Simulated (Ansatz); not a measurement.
# RPA@PBE/cc-pVDZ run of C2H3AlFN (SMILES [CH3][Al]([F])[C]#N)

What is the vertical singlet–triplet gap of C2H3AlFN at RPA@PBE/cc-pVDZ? 

The results are computed with Ansatz 0.2.0.

114 further runs of the same task are left out: 114 set aside as unsound or not needed. Runs told in other sessions of the task aren't counted.

### 1 The molecule

C2H3AlFN has 8 atoms, charge 0, and is taken as a singlet. SMILES: `[CH3][Al]([F])[C]#N`. Geometry: relaxed at PBE0-D4/def2-TZVP.

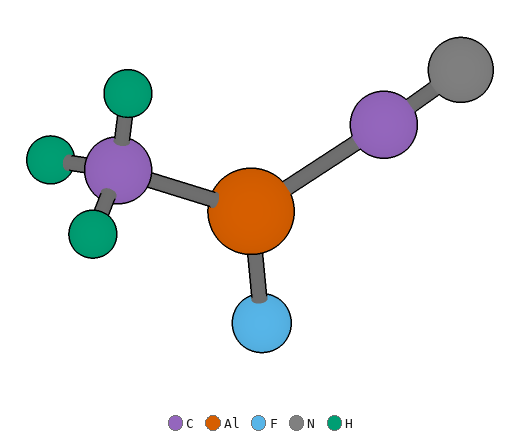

The structure, seen from a chosen angle (carbon purple, aluminium orange, fluorine blue, nitrogen grey, hydrogen teal).

### 2 A single-point energy at RPA@PBE/cc-pVDZ

File job.yaml:

```yaml
crystal:
  periodic: [false, false, false]
  atoms:
    - symbol: C
      position_ang: [-0.796200, -0.780200, 0.685800]
    - symbol: Al
      position_ang: [0.733700, 0.022200, -0.157100]
    - symbol: F
      position_ang: [2.249400, -0.595500, -0.030200]
    - symbol: C
      position_ang: [0.623900, 1.626000, -1.228300]
    - symbol: N
      position_ang: [0.500000, 2.584900, -1.857400]
    - symbol: H
      position_ang: [-0.942000, -1.805200, 0.332600]
    - symbol: H
      position_ang: [-0.659200, -0.835500, 1.769600]
    - symbol: H
      position_ang: [-1.709600, -0.216500, 0.485000]
basis:
  gaussian:
    orbitals: cc-pVDZ
hamiltonian:
  xc: {name: PBE}
correlation:
  method: rpa
  frozen_orbitals: {Al: 5, C: 1, F: 1, H: 0, "N": 1}
accuracy: high
```

Run with:

```sh
$ ansatz run job.yaml --threads 1 --pin off --max-ram 2610MiB --events-out events.jsonl --progress --plain --runs-dir runs
```

What it wrote:

```text
Warning: RAYON_NUM_THREADS=1 ignored (pool sized by the plan → 1); use --threads N
Functional definition: PBE
  name "PBE"
  parameter kappa = 0.804
  parameter beta = 0.06672455060314922
  exchange = pbe_x(kappa = kappa, mu = beta*pi^2/3)
  correlation = pbe_c(beta = beta)
1997 factors; integrals over basis functions are off by at most 3.9e-9 eV
mean field evaluation 1: about -12905.1494 eV, gradient 7.4e1 eV
mean field evaluation 2: about -12905.1387 eV, gradient 7.4e1 eV
mean field evaluation 4: about -12912.7383 eV, gradient 4.7e1 eV
mean field evaluation 8: about -12917.7602 eV, gradient 4.2e-1 eV
mean field evaluation 16: about -12917.7601 eV, gradient 8.8e-5 eV
mean field -12917.76006221 eV, -474.7189263139 hartree, gradient 5.3e-8 eV, S^2 0.000000; 0 other end points of the search recorded, 0 dependent functions left out
9 core orbitals not correlated: weight in the atoms' cores, before any rotation towards them, 1.000 or more for the frozen orbitals, at most 0.000 for the correlated occupied ones
reference -12880.66230192 eV, -473.3556087690 hartree; 13, 13 occupied and 67, 67 virtual orbitals, 1997 factors
Total energy: -12908.48579217 eV, -474.3781031764 hartree
```

Wall time 12 s (1 thread of Arm Neoverse V2, shared host); peak memory 0.32 GiB.

### 3 The triplet at the same level

File run.yaml:

```yaml
crystal:
  periodic: [false, false, false]
  atoms:
    - {symbol: C, position_ang: [-0.796200, -0.780200, 0.685800]}
    - {symbol: Al, position_ang: [0.733700, 0.022200, -0.157100]}
    - {symbol: F, position_ang: [2.249400, -0.595500, -0.030200]}
    - {symbol: C, position_ang: [0.623900, 1.626000, -1.228300]}
    - {symbol: N, position_ang: [0.500000, 2.584900, -1.857400]}
    - {symbol: H, position_ang: [-0.942000, -1.805200, 0.332600]}
    - {symbol: H, position_ang: [-0.659200, -0.835500, 1.769600]}
    - {symbol: H, position_ang: [-1.709600, -0.216500, 0.485000]}
basis:
  gaussian:
    orbitals: cc-pVDZ
magnetization:
  spin_polarized: true
  initial_magnetization: 2
hamiltonian:
  xc: pbe
correlation:
  method: rpa
  frozen_orbitals: {Al: 5, C: 1, F: 1, H: 0, "N": 1}
accuracy: high
```

Run with:

```sh
$ ansatz run run.yaml --threads 1 --pin off --max-ram 2610MiB --events-out events.jsonl --progress --plain --runs-dir runs
```

What it wrote:

```text
Warning: RAYON_NUM_THREADS=1 ignored (pool sized by the plan → 1); use --threads N
[... 6 set-up lines as earlier in the session ...]
1997 factors; integrals over basis functions are off by at most 3.9e-9 eV
mean field evaluation 1: about -12896.0140 eV, gradient 5.2e1 eV
mean field evaluation 2: about -12896.0031 eV, gradient 5.2e1 eV
mean field evaluation 4: about -12895.2015 eV, gradient 5.1e1 eV
mean field evaluation 8: about -12912.4058 eV, gradient 5.5e0 eV
mean field evaluation 16: about -12912.5881 eV, gradient 1.5e-1 eV
mean field evaluation 32: about -12912.5883 eV, gradient 3.1e-7 eV
mean field evaluation 64: about -12912.4322 eV, gradient 1.6e0 eV
mean field evaluation 96: about -12912.4416 eV, gradient 1.5e0 eV
mean field evaluation 128: about -12887.9395 eV, gradient 4.8e1 eV
mean field evaluation 160: about -12912.5825 eV, gradient 3.8e-1 eV
mean field -12912.58825579 eV, -474.5288659337 hartree, gradient 3.6e-8 eV, S^2 2.004050; 9 other end points of the search recorded, 0 dependent functions left out
9 core orbitals not correlated: weight in the atoms' cores, before any rotation towards them, 1.000 or more for the frozen orbitals, at most 0.000 for the correlated occupied ones
reference -12873.08413880 eV, -473.0771164109 hartree; 14, 12 occupied and 66, 68 virtual orbitals, 1997 factors
Total energy: -12902.86813102 eV, -474.1716579369 hartree
```

Wall time 46 s (1 thread of Arm Neoverse V2, shared host); peak memory 0.42 GiB.

### 4 Outcome

At RPA@PBE/cc-pVDZ, 9 core orbitals frozen:

| quantity | value |
| --- | --- |
| singlet: total energy | -474.37810 Eh |
| singlet: RPA correlation energy (valence) | -1022.5 mEh |
| triplet: total energy | -474.17166 Eh |
| triplet: RPA correlation energy (valence) | -1094.5 mEh |
| triplet: ⟨S²⟩ of the reference determinant | 2.004 |
| vertical energy of the triplet above the singlet | 5.618 eV |

At this shape the triplet lies 5.62 eV (130 kcal/mol) above the singlet.
